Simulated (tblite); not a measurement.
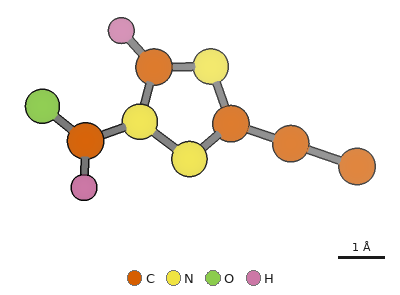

C5H2N3O (multiplicity 2), before the relaxation. A ball-and-stick model, seen at a tilt.

Computed with tblite, GFN2-xTB geometry optimisation, gas phase.

```xyz
11

C     4.1737   -0.8225    0.4227
C     2.6797   -0.3992    0.2262
C     1.3243   -0.0303    0.0692
N     0.9444    1.1859   -0.4740
C    -0.3687    1.1116   -0.4335
N    -0.7742   -0.0857    0.0824
C    -2.0553   -0.5601    0.2875
O    -3.0028    0.1454   -0.0171
N     0.3147   -0.8406    0.4205
H    -1.0707    1.8675   -0.7710
H    -2.1595   -1.5694    0.7311
```

Where does the relaxation end?

Answer. The atom that moves furthest after the best rigid fit is C1 (0.34 Å). By element the largest moves are C 0.34 Å, H 0.11 Å, N 0.06 Å, O 0.05 Å. Among the contacts that change: C1–C2 1.565 → 1.200 Å, C3–N9 1.341 → 1.312 Å, C7–O8 1.220 → 1.193 Å, N4–C5 1.316 → 1.293 Å. Bond angles that change, for instance: N6–C7–H11 117.4° → 110.6°, N6–C7–O8 119.0° → 123.5°, C1–C2–C3 179.0° → 174.9°. The energy falls by 2.656 eV in 26 geometry steps. The run took 0.12 s on 1 thread of Arm Neoverse V2 (shared host).

Final geometry:

```xyz
11

C     3.8599   -0.6921    0.3637
C     2.6884   -0.4581    0.2547
C     1.3399   -0.0699    0.0822
N     0.9743    1.1376   -0.4472
C    -0.3179    1.1068   -0.4361
N    -0.7556   -0.0855    0.0851
C    -2.0529   -0.5378    0.2810
O    -3.0211    0.0995    0.0009
N     0.3215   -0.8276    0.4122
H    -0.9820    1.8756   -0.7741
H    -2.0489   -1.5459    0.7217
```

After the run, drawn alike:

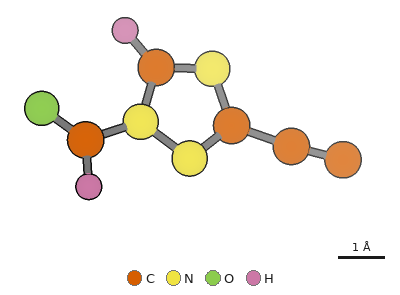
